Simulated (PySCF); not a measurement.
**CH7NOSi2 (SMILES C=N[SiH2]O[SiH3]): density, localisation and related maps**

Input file:

```
{"job": {"kind": "nmr", "xc": "PBE0", "basis": "pcSseg-1"}, "charge": 0, "multiplicity": 1}
C      2.492464     0.820993     0.458980
N      1.407107     0.576616    -0.100330
Si     0.521045    -0.863285    -0.444761
O     -0.998905    -0.590378     0.036186
Si    -2.430804     0.162790     0.048325
H      3.151687     0.068497     0.905116
H      2.841299     1.850037     0.523725
H      0.880253    -2.086010     0.270854
H      0.582819    -0.970226    -1.898802
H     -3.273012    -0.717628     0.855497
H     -2.263822     1.484299     0.649366
H     -2.908933     0.263609    -1.330183
```

Run with:

```sh
OMP_NUM_THREADS=1 python probes_run.py task.json out
```

Geometry: GFN2-xTB.

These are results of PBE0/pcSseg-1, SCF density, gas phase, non-relativistic (PySCF 2.14.0), not measurements.

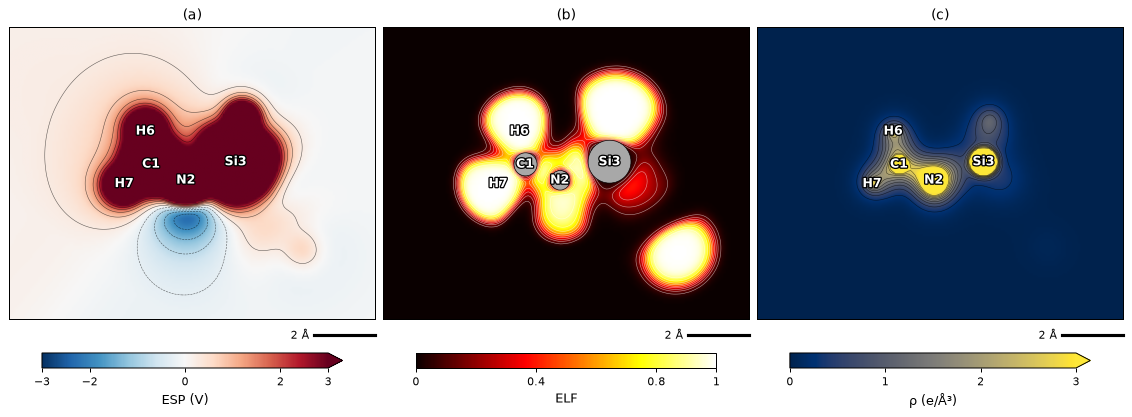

Figure 1. (a) electrostatic potential; (b) electron localisation function; (c) electron density on the plane of atoms H6, C1 and H7. Grey discs cover the atomic cores in the ELF map.

### Interpret the plot.

Atoms in the plane: C, N, Si and H.
C–N (1.25 Å): ρ is about 2.9 e/Å³ halfway; the ELF peaks at about 0.90 between the atoms (a short, multiple covalent bond).
Si–N (1.73 Å): ρ is about 1.1 e/Å³ halfway; the ELF peaks at about 0.90 between the atoms, as expected for a shared but strongly polarised pair.
C–H (1.09 Å): ρ is about 2 e/Å³ halfway; the ELF climbs to about 1 towards the hydrogen, as it does in any bond to H: a covalent bond by its length.
The ELF also peaks beside N2, away from the bonds: lone-pair regions.
Outside the dense part of the molecule the potential is most negative (−2.3 V) near N2.

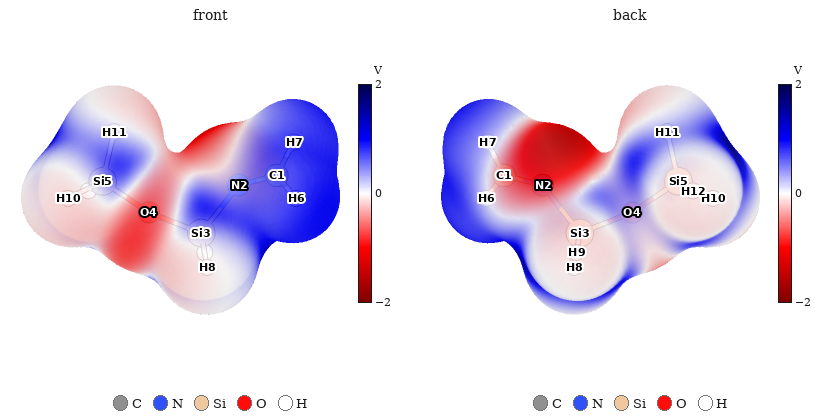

Figure 2. The molecular electrostatic potential painted on the density surface at 0.002 e/bohr³, seen from the front and from behind; the colour scale runs from red (negative) to blue (positive).

### Which sites attract a positive test charge, and which a negative one?

A positive charge is drawn to the negative regions and a negative charge to the positive ones. The most negative region (about −1.5 V) lies over N2, the most positive (about +1.5 V) over Si3 and Si5. N2 is the likeliest acceptor of a hydrogen bond.

### What dipole moment does the calculation give?

Its dipole moment is 1.47 D.
